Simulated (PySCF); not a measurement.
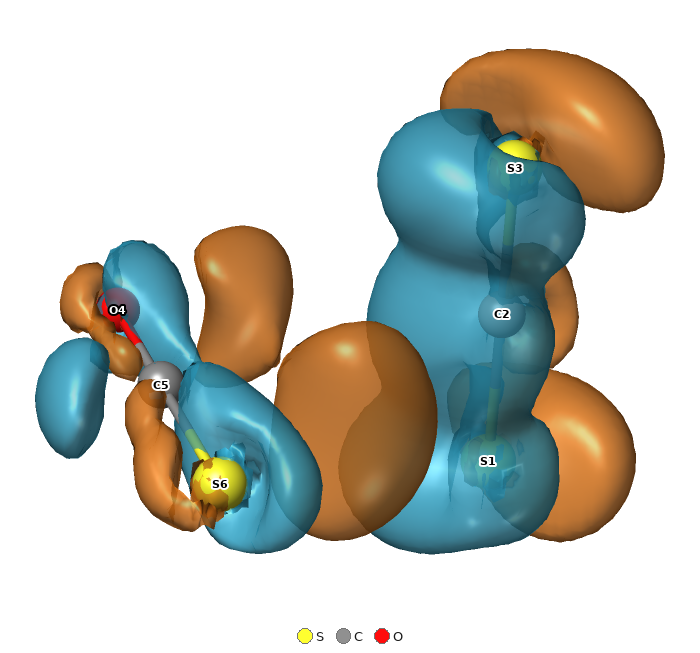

C2OS3, SMILES `S=C=S.O=C=S`. Density of the complex less the densities of the two fragments at the same geometry, ±0.0003 e/Å³ (light blue: gain, orange: loss). Fragment A: CS2 (atoms 1–3); fragment B: CSO.

PySCF calculation, BP86/6-31G*, gas phase; geometry: GFN2-xTB. GFN2-xTB bond lengths at metals and heavier atoms can be off by up to 0.1 Å and shapes distorted, which carries into these values.

Cartesian coordinates (Å):

```
S1      -1.4903    1.5682    0.0214
C2      -1.5261    0.0200    0.0900
S3      -1.5522   -1.5283    0.1608
O4       1.4074   -0.1682   -1.6922
C5       1.7702   -0.0693   -0.6010
S6       2.2474    0.0626    0.8556
```

> Which way does charge flow?

Hirshfeld charges show almost no net transfer (under 0.005 e). 0.01 e is displaced in all, which induces a dipole of 0.06 D.

> What is the interaction energy, and which contacts carry it?

The counterpoise-corrected interaction energy of the frozen fragments is +2.0 kcal/mol without dispersion correction and −2.0 kcal/mol with D3(BJ). The pair geometry is semi-empirical, not a minimum at this level. Contacts: C2···C5, 3.37 Å, ρ = 0.005 a.u. The pose is a local one from a semi-empirical search, not shown to be the most stable.

Run time: 22 s on 1 thread of INTEL(R) XEON(R) PLATINUM 8581C CPU @ 2.30GHz (Emerald Rapids) (shared host), peak memory 0.4 GiB.
